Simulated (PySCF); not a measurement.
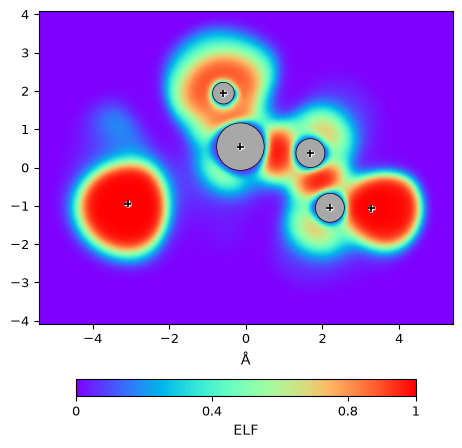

The electron localisation function on a plane through atoms (crosses mark nuclei in the plane; grey discs cover the cores).

Level of theory: PBE0/def2-SVPD, SCF density, gas phase (PySCF 2.14.0).

Candidates:
A. C$_{3}$H$_{11}$OPSi
B. C$_{4}$H$_{9}$BrGe (SMILES [Br][GeH2][CH]1CCC1)
C. C$_{2}$H$_{10}$Ga$_{2}$O$_{2}$ (SMILES C[O+]1[GaH2-][O+](C)[GaH2-]1)

### Which system is this?

Candidate A: C$_{3}$H$_{11}$OPSi on the plane of atoms C2, P3 and O4, which holds C, P, O and H. P–O (1.46 Å): the ELF peaks at about 0.85 between the atoms: a short, strongly polar bond. C–C (1.52 Å): the ELF peaks at about 0.95 between the atoms (localised, covalent bonding).
